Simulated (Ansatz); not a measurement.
Take Al2O3 in the corundum structure (space group R-3c, No. 167; a = 4.774 Å, c = 13.015 Å (hexagonal axes)) as the base. Axes: x lies along a and z along c of the hexagonal cell.

It is then changed as follows: the cell is stretched by 3.00 % along z with no lateral relaxation, atoms relaxed at fixed cell.

Calculations: DFT with PBEsol, PAW potentials and a 420 eV plane-wave cutoff in Ansatz (a quantum-chemistry and plane-wave program), no SOC.

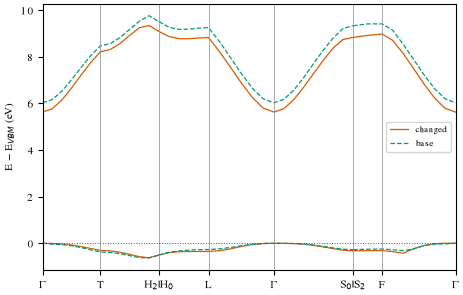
Fig. 1. Highest valence and lowest conduction band along the path, each from its own valence-band maximum

The gap is 5.63 eV, direct at Γ; the base has 6.03 eV.

The cells carry an imposed strain or load. Stability against distortions was not tested.
